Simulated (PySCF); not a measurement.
# C₃H₈BOP: NMR shifts at several levels of theory, part 1 of 2

Aim: compute the NMR shifts of C₃H₈BOP (`C=C(BP)OC`) at several levels, and see how far they spread and what each costs.

The runs use PySCF 2.14.0, with density-fitted response routines of our own; the level of theory stands in each step. All values are computed, except where a source is named. Atoms are numbered from 0 throughout.

## (1) Starting geometry

14 atoms, charge 0, multiplicity 1; geometry from: PBE0-D3(BJ)/def2-SVP.

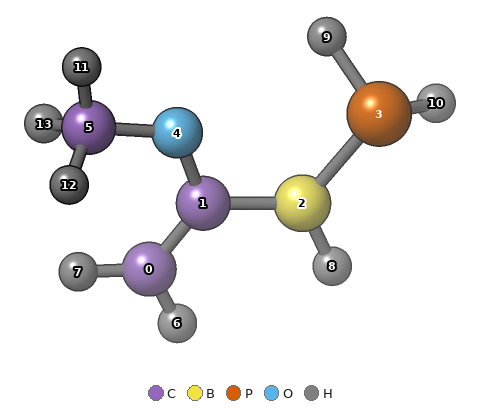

The starting geometry (carbon purple, boron yellow, phosphorus orange, oxygen blue, hydrogen grey), atoms numbered.

## (2) Nuclear shieldings: HF/pcSseg-1

Job settings and geometry (Å):

```
{"job": {"kind": "nmr", "xc": "HF", "basis": "pcSseg-1", "pop": false}, "charge": 0, "multiplicity": 1}
C      0.670988    -1.208975    -1.076890
C     -0.019684    -0.270224    -0.388977
B     -1.565239    -0.183132    -0.516226
P     -2.539268     1.135962     0.398227
O      0.535019     0.618914     0.470310
C      1.921456     0.595225     0.650383
H      0.124588    -1.865536    -1.754112
H      1.750696    -1.358548    -0.999560
H     -2.130744    -0.886085    -1.318200
H     -1.909364     1.161288     1.669058
H     -3.734431     0.445243     0.732340
H      2.168050     1.397791     1.357154
H      2.458373     0.772891    -0.299293
H      2.261981    -0.370020     1.067864
```

Level: GIAO HF/pcSseg-1 NMR shielding, non-relativistic, gas phase.

Started as:

```sh
$ OMP_NUM_THREADS=1 python probes_run.py task.json out
```

The driver reads the jobs from task.json and runs them one after another.

Output:

```text
final grid: 110944 points
cycle   1  E = -558.3517515081  dE =  9.709e-01  |g| = 5.352e-01  |ddm| = 3.085e+00
cycle   2  E = -558.4310409567  dE = -7.929e-02  |g| = 2.430e-01  |ddm| = 5.764e-01
cycle   3  E = -558.4433904853  dE = -1.235e-02  |g| = 8.283e-02  |ddm| = 2.200e-01
cycle   4  E = -558.4453794777  dE = -1.989e-03  |g| = 1.786e-02  |ddm| = 9.572e-02
cycle   5  E = -558.4455145422  dE = -1.351e-04  |g| = 5.448e-03  |ddm| = 2.836e-02
cycle   6  E = -558.4455358731  dE = -2.133e-05  |g| = 2.101e-03  |ddm| = 1.149e-02
cycle   7  E = -558.4455395886  dE = -3.715e-06  |g| = 7.372e-04  |ddm| = 5.442e-03
cycle   8  E = -558.4455400880  dE = -4.994e-07  |g| = 2.097e-04  |ddm| = 2.089e-03
cycle   9  E = -558.4455401353  dE = -4.732e-08  |g| = 6.342e-05  |ddm| = 6.897e-04
cycle  10  E = -558.4455401401  dE = -4.839e-09  |g| = 2.501e-05  |ddm| = 1.882e-04
cycle  11  E = -558.4455401410  dE = -8.854e-10  |g| = 7.977e-06  |ddm| = 8.592e-05
converged SCF energy = -558.4455401410

GIAO shielding tensors (ppm)
atom      isotropic    diamagn.    paramagn.     s11        s22        s33       span
  0 C       73.084     256.893    -183.809    -30.796     82.967    167.081    197.877
  1 C       15.714     253.780    -238.065   -111.559     29.640    129.062    240.621
  2 B       34.190     192.700    -158.510    -53.621     31.030    125.162    178.783
  3 P      529.309     965.669    -436.361    466.777    522.752    598.396    131.619
  4 O      258.187     402.668    -144.481    147.250    279.219    348.093    200.843
  5 C      141.042     242.263    -101.222    117.004    125.714    180.407     63.403
  6 H       26.556      31.100      -4.544     24.577     25.422     29.670      5.093
  7 H       26.521      31.960      -5.439     23.800     24.368     31.396      7.596
  8 H       24.553      30.103      -5.550     19.165     25.756     28.736      9.571
  9 H       28.397      30.766      -2.370     22.816     28.215     34.159     11.343
 10 H       28.978      29.525      -0.547     24.306     26.448     36.179     11.873
 11 H       27.830      28.949      -1.118     23.188     26.561     33.742     10.554
 12 H       28.548      29.940      -1.392     25.389     26.015     34.240      8.851
 13 H       28.567      30.220      -1.653     25.461     25.966     34.275      8.815
```

Run time: 4.4 s. Hardware: 1 thread of Intel Xeon 6975P-C, shared host; peak memory 0.76 GiB.

Shifts follow as δ = σ(reference) − σ, with reference shieldings (ppm) from runs at the same level and on the same kind of geometry: 1H TMS 31.69, 13C TMS 190.8, 17O H2O 333.3, 31P H3PO4 356.2, 11B BF3·OEt2 115.3. The references are single molecules in the gas phase, so shifts against H2O, NH3, PH3, H3PO4 or CFCl3 are not on the usual liquid scales and can be off by tens of ppm. Atoms listed in one row are averaged.

```csv
atoms,environment,σ (ppm),δ (ppm)
C1,alkene carbon bearing oxygen,15.7,175.1
C0,β carbon of an enol-ether or enamine type C=C,73.1,117.8
C5,methyl carbon bonded to O,141.0,49.8
H8,"hydrogen on a boron bonded to C, P",24.55,7.13
H7,hydrogen on a β carbon of an enol-ether or enamine type C=C,26.52,5.16
H6,hydrogen on a β carbon of an enol-ether or enamine type C=C,26.56,5.13
"H11, H12, H13",hydrogen on a methyl carbon bonded to O,28.32,3.37
"H9, H10",hydrogen on a phosphorus bonded to B,28.69,3.00
B2,"boron bonded to C, P, H",34.2,81.1
P3,"phosphorus bonded to B, 2 H",529.3,-173.1
O4,ether oxygen,258.2,75.1
```

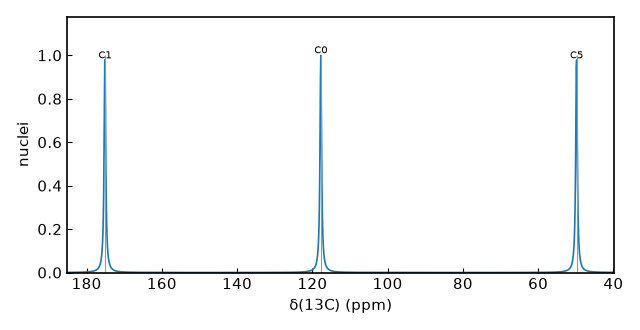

13C lines at the computed shifts, without couplings. Lines are broadened to a width of 0.50 ppm (Lorentzian).

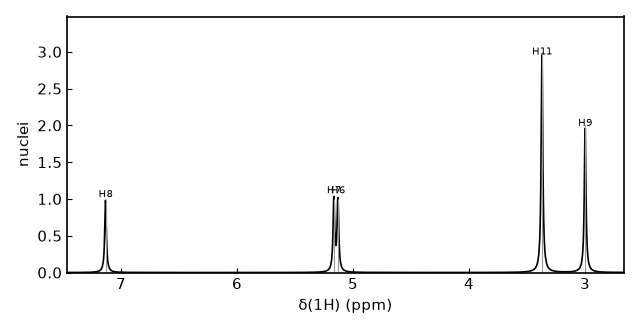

1H lines at the computed shifts, without couplings. Lines are broadened to a width of 0.02 ppm (Lorentzian).

## (3) Shielding tensors: LDA/pcSseg-1

Same as in step 2 but for these lines:

```diff
@@ -1,2 +1,2 @@
-{"job": {"kind": "nmr", "xc": "HF", "basis": "pcSseg-1", "pop": false}, "charge": 0, "multiplicity": 1}
+{"job": {"kind": "nmr", "xc": "LDA", "basis": "pcSseg-1", "pop": false}, "charge": 0, "multiplicity": 1}
 C      0.670988    -1.208975    -1.076890
```

With the program's defaults for keys left out, this is: GIAO LDA/pcSseg-1 NMR shielding, non-relativistic, gas phase.

Output:

```text
coarse grid: 12016 points
cycle   1  E = -557.1436501291  dE =  4.287e-01  |g| = 6.157e-01  |ddm| = 3.266e+00
cycle   2  E = -556.9291530748  dE =  2.145e-01  |g| = 1.169e+00  |ddm| = 1.787e+00
cycle   3  E = -557.2096329817  dE = -2.805e-01  |g| = 3.109e-01  |ddm| = 1.390e+00
cycle   4  E = -557.2296079298  dE = -1.997e-02  |g| = 1.095e-01  |ddm| = 3.275e-01
cycle   5  E = -557.2326123790  dE = -3.004e-03  |g| = 4.436e-02  |ddm| = 1.432e-01
cycle   6  E = -557.2332104427  dE = -5.981e-04  |g| = 1.006e-02  |ddm| = 5.427e-02
cycle   7  E = -557.2332316077  dE = -2.117e-05  |g| = 5.413e-03  |ddm| = 1.616e-02
cycle   8  E = -557.2332405461  dE = -8.938e-06  |g| = 1.103e-03  |ddm| = 7.620e-03
final grid: 110944 points
cycle   9  E = -557.2919319315  dE = -4.144e-05  |g| = 5.566e-03  |ddm| = 2.858e-02
cycle  10  E = -557.2919096373  dE =  2.229e-05  |g| = 1.083e-02  |ddm| = 1.300e-02
cycle  11  E = -557.2919371129  dE = -2.748e-05  |g| = 3.133e-03  |ddm| = 1.009e-02
cycle  12  E = -557.2919399182  dE = -2.805e-06  |g| = 4.549e-04  |ddm| = 3.262e-03
cycle  13  E = -557.2919399621  dE = -4.389e-08  |g| = 1.918e-04  |ddm| = 6.452e-04
cycle  14  E = -557.2919399743  dE = -1.219e-08  |g| = 6.197e-05  |ddm| = 3.283e-04
cycle  15  E = -557.2919399755  dE = -1.271e-09  |g| = 1.644e-05  |ddm| = 8.360e-05
cycle  16  E = -557.2919399756  dE = -5.730e-11  |g| = 4.294e-06  |ddm| = 1.580e-05
converged SCF energy = -557.2919399756

GIAO shielding tensors (ppm)
atom      isotropic    diamagn.    paramagn.     s11        s22        s33       span
  0 C       64.193     258.232    -194.039    -14.254     50.035    156.796    171.050
  1 C       -3.836     254.571    -258.407   -107.743     -7.513    103.748    211.491
  2 B       11.345     194.751    -183.407    -87.433      6.956    114.510    201.943
  3 P      458.449     968.469    -510.019    339.063    478.717    557.569    218.507
  4 O      194.584     400.467    -205.883     55.302    212.876    315.574    260.272
  5 C      124.973     247.246    -122.273     92.889    108.337    173.691     80.802
  6 H       25.756      30.576      -4.819     24.142     24.982     28.145      4.002
  7 H       25.769      31.485      -5.716     23.044     24.314     29.948      6.904
  8 H       23.143      29.493      -6.350     16.691     24.873     27.866     11.175
  9 H       26.886      29.957      -3.071     21.808     26.443     32.406     10.598
 10 H       27.474      27.953      -0.479     23.217     24.969     34.236     11.020
 11 H       26.720      28.587      -1.867     22.675     25.738     31.747      9.071
 12 H       27.415      29.455      -2.039     24.498     24.752     32.995      8.497
 13 H       27.434      29.774      -2.341     24.467     24.772     33.062      8.595
```

It took 11 s on 1 thread of Intel Xeon 6975P-C, shared host; peak memory 0.81 GiB.

In short: δ C1 184.6, C0 116.5, C5 55.7, B2 81.6, H8 7.68, H6 5.07 ppm.

## (4) Shielding tensors: PBE/pcSseg-1

Same as in step 3 but for these lines:

```diff
@@ -1,2 +1,2 @@
-{"job": {"kind": "nmr", "xc": "LDA", "basis": "pcSseg-1", "pop": false}, "charge": 0, "multiplicity": 1}
+{"job": {"kind": "nmr", "xc": "PBE", "basis": "pcSseg-1", "pop": false}, "charge": 0, "multiplicity": 1}
 C      0.670988    -1.208975    -1.076890
```

With the program's defaults for keys left out, this is: GIAO PBE/pcSseg-1 NMR shielding, non-relativistic, gas phase.

Output:

```text
coarse grid: 12016 points
cycle   1  E = -559.8936779443  dE =  4.334e-01  |g| = 5.948e-01  |ddm| = 3.263e+00
cycle   2  E = -559.7042111233  dE =  1.895e-01  |g| = 1.109e+00  |ddm| = 1.705e+00
cycle   3  E = -559.9554853076  dE = -2.513e-01  |g| = 2.910e-01  |ddm| = 1.313e+00
cycle   4  E = -559.9729959753  dE = -1.751e-02  |g| = 1.057e-01  |ddm| = 3.116e-01
cycle   5  E = -559.9759129517  dE = -2.917e-03  |g| = 3.881e-02  |ddm| = 1.332e-01
cycle   6  E = -559.9763568478  dE = -4.439e-04  |g| = 1.075e-02  |ddm| = 4.819e-02
cycle   7  E = -559.9763853057  dE = -2.846e-05  |g| = 5.018e-03  |ddm| = 1.732e-02
cycle   8  E = -559.9763932512  dE = -7.945e-06  |g| = 9.350e-04  |ddm| = 7.073e-03
final grid: 110944 points
cycle   9  E = -560.0379667208  dE = -1.470e-05  |g| = 1.946e-02  |ddm| = 3.854e-02
cycle  10  E = -560.0376210705  dE =  3.457e-04  |g| = 4.470e-02  |ddm| = 4.189e-02
cycle  11  E = -560.0380204579  dE = -3.994e-04  |g| = 8.727e-03  |ddm| = 3.727e-02
cycle  12  E = -560.0380428178  dE = -2.236e-05  |g| = 1.322e-03  |ddm| = 8.791e-03
cycle  13  E = -560.0380432263  dE = -4.085e-07  |g| = 4.143e-04  |ddm| = 1.498e-03
cycle  14  E = -560.0380432728  dE = -4.649e-08  |g| = 7.789e-05  |ddm| = 4.255e-04
cycle  15  E = -560.0380432744  dE = -1.610e-09  |g| = 2.722e-05  |ddm| = 1.085e-04
cycle  16  E = -560.0380432747  dE = -2.658e-10  |g| = 7.488e-06  |ddm| = 4.888e-05
converged SCF energy = -560.0380432747

GIAO shielding tensors (ppm)
atom      isotropic    diamagn.    paramagn.     s11        s22        s33       span
  0 C       68.483     257.496    -189.013     -8.846     58.096    156.198    165.045
  1 C        2.753     254.295    -251.542    -97.172     -0.318    105.748    202.920
  2 B       18.643     194.913    -176.269    -74.824     15.120    115.633    190.458
  3 P      469.896     968.158    -498.262    373.829    480.281    555.578    181.749
  4 O      192.323     400.217    -207.894     60.395    210.269    306.305    245.910
  5 C      124.945     246.031    -121.087     94.777    108.557    171.500     76.723
  6 H       26.196      31.009      -4.813     24.641     25.282     28.664      4.023
  7 H       26.206      31.987      -5.781     23.540     24.734     30.343      6.803
  8 H       23.728      29.917      -6.189     17.532     25.420     28.233     10.702
  9 H       27.497      30.552      -3.055     22.441     27.189     32.862     10.421
 10 H       28.069      28.532      -0.463     23.819     25.710     34.678     10.860
 11 H       27.220      28.974      -1.754     23.302     26.209     32.149      8.846
 12 H       27.815      29.786      -1.971     24.975     25.252     33.219      8.243
 13 H       27.828      30.133      -2.304     24.948     25.257     33.280      8.332
```

It took 14 s on 1 thread of Intel Xeon 6975P-C, shared host; peak memory 0.74 GiB.

Key values: δ C1 177.3, C0 111.5, C5 55.1, B2 76.1, H8 7.47, H6 5.00 ppm.

## (5) Nuclear shieldings: BLYP/pcSseg-1

Same as in step 4 but for these lines:

```diff
@@ -1,2 +1,2 @@
-{"job": {"kind": "nmr", "xc": "PBE", "basis": "pcSseg-1", "pop": false}, "charge": 0, "multiplicity": 1}
+{"job": {"kind": "nmr", "xc": "BLYP", "basis": "pcSseg-1", "pop": false}, "charge": 0, "multiplicity": 1}
 C      0.670988    -1.208975    -1.076890
```

Method: GIAO BLYP/pcSseg-1 NMR shielding, non-relativistic, gas phase.

Output:

```text
coarse grid: 12016 points
cycle   1  E = -560.2337860969  dE =  4.277e-01  |g| = 6.472e-01  |ddm| = 3.274e+00
cycle   2  E = -559.9868603667  dE =  2.469e-01  |g| = 1.259e+00  |ddm| = 1.872e+00
cycle   3  E = -560.3012613911  dE = -3.144e-01  |g| = 3.202e-01  |ddm| = 1.484e+00
cycle   4  E = -560.3225698934  dE = -2.131e-02  |g| = 1.190e-01  |ddm| = 3.461e-01
cycle   5  E = -560.3261045097  dE = -3.535e-03  |g| = 4.699e-02  |ddm| = 1.472e-01
cycle   6  E = -560.3267400913  dE = -6.356e-04  |g| = 1.378e-02  |ddm| = 5.919e-02
cycle   7  E = -560.3267909153  dE = -5.082e-05  |g| = 5.736e-03  |ddm| = 2.166e-02
cycle   8  E = -560.3268012141  dE = -1.030e-05  |g| = 1.074e-03  |ddm| = 8.155e-03
cycle   9  E = -560.3268015489  dE = -3.348e-07  |g| = 2.592e-04  |ddm| = 1.330e-03
final grid: 110944 points
cycle  10  E = -560.3923784614  dE = -3.971e-05  |g| = 1.006e-02  |ddm| = 2.970e-02
cycle  11  E = -560.3923123336  dE =  6.613e-05  |g| = 2.035e-02  |ddm| = 1.904e-02
cycle  12  E = -560.3923929569  dE = -8.062e-05  |g| = 5.055e-03  |ddm| = 1.619e-02
cycle  13  E = -560.3924000623  dE = -7.105e-06  |g| = 7.288e-04  |ddm| = 5.188e-03
cycle  14  E = -560.3924001681  dE = -1.057e-07  |g| = 2.855e-04  |ddm| = 7.524e-04
cycle  15  E = -560.3924001886  dE = -2.049e-08  |g| = 6.958e-05  |ddm| = 2.843e-04
cycle  16  E = -560.3924001899  dE = -1.361e-09  |g| = 1.763e-05  |ddm| = 8.974e-05
cycle  17  E = -560.3924001901  dE = -1.087e-10  |g| = 5.093e-06  |ddm| = 3.207e-05
converged SCF energy = -560.3924001901

GIAO shielding tensors (ppm)
atom      isotropic    diamagn.    paramagn.     s11        s22        s33       span
  0 C       64.251     256.964    -192.713    -13.999     55.208    151.543    165.542
  1 C       -3.810     253.865    -257.675   -105.188     -7.316    101.074    206.262
  2 B       15.264     194.953    -179.690    -78.562     13.273    111.080    189.643
  3 P      453.833     968.008    -514.175    364.318    461.516    535.666    171.348
  4 O      188.965     400.886    -211.922     58.371    205.223    303.300    244.930
  5 C      119.482     244.632    -125.150     89.226    102.777    166.444     77.218
  6 H       26.465      31.221      -4.755     24.925     25.543     28.928      4.003
  7 H       26.483      32.252      -5.769     23.824     25.046     30.579      6.755
  8 H       24.127      30.360      -6.233     18.024     25.794     28.562     10.537
  9 H       27.840      30.999      -3.159     22.843     27.655     33.024     10.181
 10 H       28.422      28.718      -0.295     24.223     26.211     34.833     10.610
 11 H       27.404      29.107      -1.703     23.572     26.429     32.210      8.638
 12 H       27.960      29.902      -1.943     25.153     25.523     33.203      8.050
 13 H       27.970      30.273      -2.303     25.117     25.531     33.262      8.144
```

It took 14 s on 1 thread of Intel Xeon 6975P-C, shared host; peak memory 0.75 GiB.

In short: δ C1 179.1, C0 111.1, C5 55.8, B2 77.6, H8 7.23, H6 4.90 ppm.

## (6) NMR shieldings: BP86/pcSseg-1

Same as in step 5 but for these lines:

```diff
@@ -1,2 +1,2 @@
-{"job": {"kind": "nmr", "xc": "BLYP", "basis": "pcSseg-1", "pop": false}, "charge": 0, "multiplicity": 1}
+{"job": {"kind": "nmr", "xc": "BP86", "basis": "pcSseg-1", "pop": false}, "charge": 0, "multiplicity": 1}
 C      0.670988    -1.208975    -1.076890
```

With the program's defaults for keys left out, this is: GIAO BP86/pcSseg-1 NMR shielding, non-relativistic, gas phase.

Output:

```text
coarse grid: 12016 points
cycle   1  E = -560.3726589799  dE =  4.333e-01  |g| = 5.961e-01  |ddm| = 3.259e+00
cycle   2  E = -560.1810948821  dE =  1.916e-01  |g| = 1.123e+00  |ddm| = 1.630e+00
cycle   3  E = -560.4317740588  dE = -2.507e-01  |g| = 2.952e-01  |ddm| = 1.266e+00
cycle   4  E = -560.4502738526  dE = -1.850e-02  |g| = 1.052e-01  |ddm| = 3.177e-01
cycle   5  E = -560.4531741567  dE = -2.900e-03  |g| = 3.858e-02  |ddm| = 1.307e-01
cycle   6  E = -560.4536067450  dE = -4.326e-04  |g| = 1.096e-02  |ddm| = 4.799e-02
cycle   7  E = -560.4536373836  dE = -3.064e-05  |g| = 4.970e-03  |ddm| = 1.766e-02
cycle   8  E = -560.4536451741  dE = -7.791e-06  |g| = 9.282e-04  |ddm| = 7.034e-03
final grid: 110944 points
cycle   9  E = -560.5167818229  dE = -4.242e-05  |g| = 1.044e-02  |ddm| = 3.372e-02
cycle  10  E = -560.5166933428  dE =  8.848e-05  |g| = 2.345e-02  |ddm| = 2.021e-02
cycle  11  E = -560.5167954527  dE = -1.021e-04  |g| = 4.478e-03  |ddm| = 1.851e-02
cycle  12  E = -560.5168014215  dE = -5.969e-06  |g| = 7.720e-04  |ddm| = 4.647e-03
cycle  13  E = -560.5168015972  dE = -1.757e-07  |g| = 2.850e-04  |ddm| = 8.413e-04
cycle  14  E = -560.5168015974  dE = -1.958e-10  |g| = 6.496e-05  |ddm| = 2.768e-04
cycle  15  E = -560.5168015985  dE = -1.074e-09  |g| = 1.928e-05  |ddm| = 8.028e-05
cycle  16  E = -560.5168015928  dE =  5.683e-09  |g| = 5.198e-06  |ddm| = 3.614e-05
cycle  17  E = -560.5168015928  dE = -1.023e-11  |g| = 1.634e-06  |ddm| = 9.091e-06
converged SCF energy = -560.5168015928

GIAO shielding tensors (ppm)
atom      isotropic    diamagn.    paramagn.     s11        s22        s33       span
  0 C       68.176     257.896    -189.719     -9.365     58.502    155.392    164.757
  1 C        2.338     254.441    -252.102    -97.369     -0.537    104.921    202.289
  2 B       19.753     194.717    -174.964    -72.690     16.641    115.308    187.999
  3 P      468.647     968.226    -499.579    374.990    477.827    553.123    178.133
  4 O      193.321     400.518    -207.197     62.528    210.824    306.610    244.082
  5 C      124.236     246.293    -122.057     94.157    107.960    170.590     76.433
  6 H       26.273      31.058      -4.785     24.728     25.344     28.745      4.017
  7 H       26.277      32.046      -5.769     23.622     24.799     30.411      6.789
  8 H       23.850      30.069      -6.220     17.760     25.507     28.283     10.523
  9 H       27.589      30.648      -3.059     22.518     27.302     32.947     10.429
 10 H       28.166      28.589      -0.424     23.915     25.806     34.776     10.862
 11 H       27.278      28.996      -1.719     23.351     26.248     32.235      8.883
 12 H       27.878      29.881      -2.003     25.048     25.310     33.276      8.228
 13 H       27.892      30.228      -2.336     25.024     25.313     33.340      8.316
```

Run time: 15 s. Hardware: 1 thread of Intel Xeon 6975P-C, shared host; peak memory 0.75 GiB.

Key values: δ C1 177.4, C0 111.6, C5 55.5, B2 75.5, H8 7.42, H6 4.99 ppm.

## (7) NMR shieldings: OPBE/pcSseg-1

Same as in step 6 but for these lines:

```diff
@@ -1,2 +1,2 @@
-{"job": {"kind": "nmr", "xc": "BP86", "basis": "pcSseg-1", "pop": false}, "charge": 0, "multiplicity": 1}
+{"job": {"kind": "nmr", "xc": "OPBE", "basis": "pcSseg-1", "pop": false}, "charge": 0, "multiplicity": 1}
 C      0.670988    -1.208975    -1.076890
```

Level: GIAO OPBE/pcSseg-1 NMR shielding, non-relativistic, gas phase.

Output:

```text
coarse grid: 12016 points
cycle   1  E = -560.2241770107  dE =  4.236e-01  |g| = 5.387e-01  |ddm| = 3.271e+00
cycle   2  E = -560.0819365106  dE =  1.422e-01  |g| = 9.635e-01  |ddm| = 1.574e+00
cycle   3  E = -560.2777997273  dE = -1.959e-01  |g| = 2.638e-01  |ddm| = 1.168e+00
cycle   4  E = -560.2931085258  dE = -1.531e-02  |g| = 9.431e-02  |ddm| = 2.905e-01
cycle   5  E = -560.2955625886  dE = -2.454e-03  |g| = 3.112e-02  |ddm| = 1.172e-01
cycle   6  E = -560.2958444586  dE = -2.819e-04  |g| = 8.736e-03  |ddm| = 3.826e-02
cycle   7  E = -560.2958634719  dE = -1.901e-05  |g| = 3.985e-03  |ddm| = 1.426e-02
cycle   8  E = -560.2958686361  dE = -5.164e-06  |g| = 7.664e-04  |ddm| = 5.658e-03
final grid: 110944 points
cycle   9  E = -560.3373630902  dE = -7.773e-05  |g| = 2.919e-02  |ddm| = 6.965e-02
cycle  10  E = -560.3366245573  dE =  7.385e-04  |g| = 6.452e-02  |ddm| = 7.171e-02
cycle  11  E = -560.3375097049  dE = -8.851e-04  |g| = 1.033e-02  |ddm| = 5.784e-02
cycle  12  E = -560.3375415529  dE = -3.185e-05  |g| = 2.358e-03  |ddm| = 1.127e-02
cycle  13  E = -560.3375430818  dE = -1.529e-06  |g| = 7.493e-04  |ddm| = 3.041e-03
cycle  14  E = -560.3375432215  dE = -1.397e-07  |g| = 1.550e-04  |ddm| = 6.916e-04
cycle  15  E = -560.3375432273  dE = -5.772e-09  |g| = 3.963e-05  |ddm| = 1.834e-04
cycle  16  E = -560.3375432276  dE = -3.288e-10  |g| = 2.149e-05  |ddm| = 8.242e-05
converged SCF energy = -560.3375432276

GIAO shielding tensors (ppm)
atom      isotropic    diamagn.    paramagn.     s11        s22        s33       span
  0 C       77.146     257.574    -180.428      1.481     68.052    161.907    160.426
  1 C       17.363     254.680    -237.316    -77.841     16.549    113.382    191.223
  2 B       30.259     194.439    -164.180    -57.008     25.842    121.943    178.951
  3 P      492.924     968.573    -475.649    407.751    499.423    571.597    163.846
  4 O      198.538     399.662    -201.123     72.969    217.462    305.184    232.214
  5 C      132.058     246.593    -114.534    103.678    116.158    176.339     72.661
  6 H       26.106      31.013      -4.907     24.572     25.109     28.637      4.065
  7 H       26.132      31.955      -5.823     23.541     24.565     30.291      6.750
  8 H       23.733      29.604      -5.872     17.684     25.371     28.143     10.459
  9 H       27.504      30.439      -2.934     22.392     27.186     32.936     10.544
 10 H       28.064      28.685      -0.621     23.763     25.693     34.737     10.974
 11 H       27.332      29.001      -1.668     23.390     26.230     32.377      8.986
 12 H       27.873      29.760      -1.887     25.027     25.241     33.353      8.326
 13 H       27.886      30.101      -2.215     25.035     25.215     33.408      8.372
```

Run time: 14 s. Hardware: 1 thread of Intel Xeon 6975P-C, shared host; peak memory 0.75 GiB.

In short: δ C1 167.8, C0 108.0, C5 53.1, B2 70.1, H8 7.50, H6 5.12 ppm.

(Continued in part 2 of 2.)
